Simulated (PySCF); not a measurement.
C5H10SSi

Input file:

```
{"job": {"kind": "uv", "xc": "PBE0", "basis": "def2-SVPD", "nstates": 8, "ntriplets": 3}, "charge": 0, "multiplicity": 1}
C     -1.596504     1.763045     0.849718
C     -1.472268     0.636563     0.199178
C     -2.089541    -0.541533    -0.412815
C     -0.576564    -0.367453    -0.386790
C      0.258774    -1.238300     0.508014
S      1.671252    -0.338117     1.260235
Si     2.816166     0.208191    -0.462992
H     -2.562449     2.157317     1.122029
H     -0.734283     2.338621     1.145014
H     -2.527032    -1.289535     0.234082
H     -2.600226    -0.437643    -1.359963
H     -0.093219    -0.119556    -1.327273
H      0.666341    -2.094581    -0.031082
H     -0.322851    -1.590799     1.358839
H      2.206454     1.354894    -1.129104
H      2.822225    -0.947047    -1.355649
H      4.126728     0.517962     0.077572
```

Run with:

```sh
OMP_NUM_THREADS=1 python probes_run.py task.json out
```

Geometry: GFN2-xTB.

Theory: PySCF 2.14.0, PBE0/def2-SVPD, SCF density, gas phase.

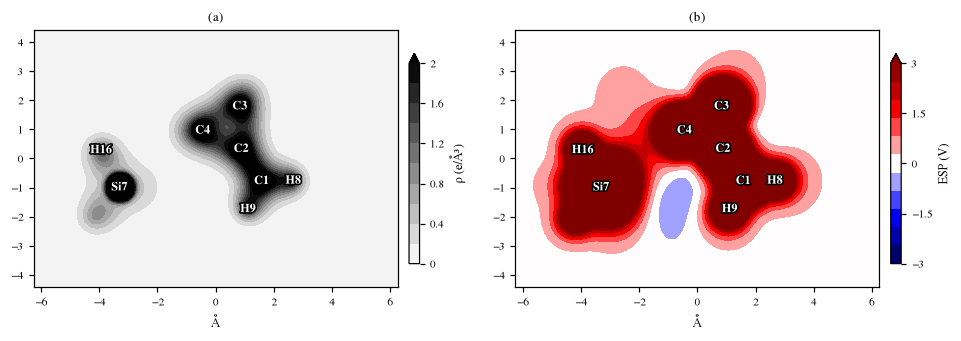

Figure 1. (a) total electron density; (b) electrostatic potential on the plane of atoms C1, C2 and C3.

### Describe what can be read from this map.

The section cuts through C, Si and H sites. C–C (1.31 Å): ρ is about 2.3 e/Å³ halfway. C–H (1.08 Å): the density is about 2 e/Å³ at the midpoint. C–C (1.46 Å): the density is about 1.7 e/Å³ at the midpoint. Si–H (1.46 Å): the density is about 0.79 e/Å³ at the midpoint. Outside the dense part of the molecule the potential is most negative (−0.6 V) near S6, which lies off the plane.

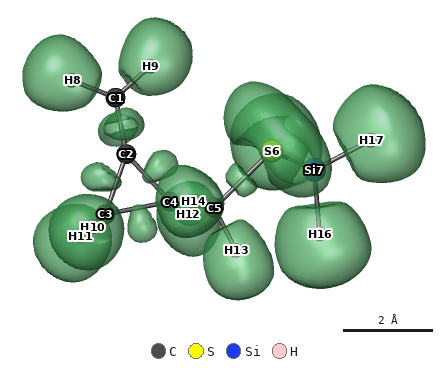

Figure 2. Isosurface of the ELF at 0.8 (green), seen at a tilt. Only the valence region is drawn (cores and ρ < 0.01 e/Å³ removed).

### What do the ELF domains correspond to?

At this value the surface marks out five regions between bonded C–C atoms (shared pairs), one region between bonded C–S atoms (shared pairs), ten regions around hydrogen nuclei and one region on S in which the atom's valence shell and bonds are merged. Along the contacts the grid gives the following. C–C (1.31 Å): the ELF peaks at about 0.90 between the atoms (a multiple bond). C–S (1.84 Å): the ELF peaks at about 0.90 between the atoms; a shared electron pair.

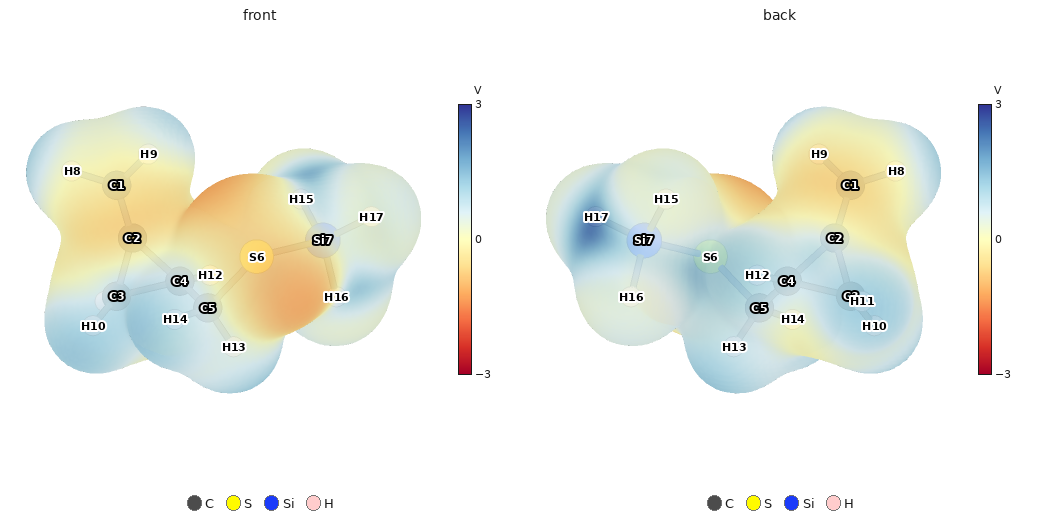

Figure 3. The molecular electrostatic potential painted on the density surface at 0.004 e/bohr³, seen from the front and from behind; red is negative and blue positive.

### Describe the electrostatic potential map.

The most negative region (about −1.2 V) lies over S6, the most positive (about +2.0 V) over Si7.

### How polar is the molecule by this calculation?

Its dipole moment is 1.75 D.
